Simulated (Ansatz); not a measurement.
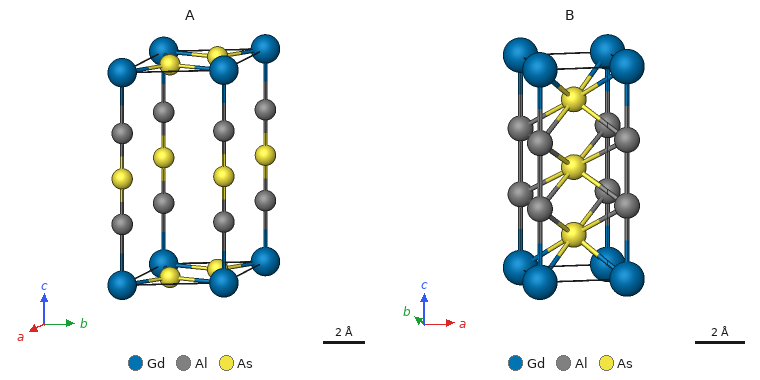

Two structures of GdAl2As3, each relaxed to rest (conventional cells in solid outline, small ones repeated, not to one scale). Method: DFT PBE, scalar-relativistic, plane waves, PAW in Ansatz, with collinear spins.

**Characterise the two forms.**

A: 6 atoms a cell on a primitive hexagonal lattice, P6/mmm. B: 6 atoms a cell on a primitive tetragonal lattice, P4/mmm.

**Compare their energies: which is lower?**

B is lower, by 827 meV/atom at this level of theory (energies at zero smearing). Volumes: A 40.1, B 20.0 Å³/atom.

One or both may be structure types tried for this composition rather than known phases.
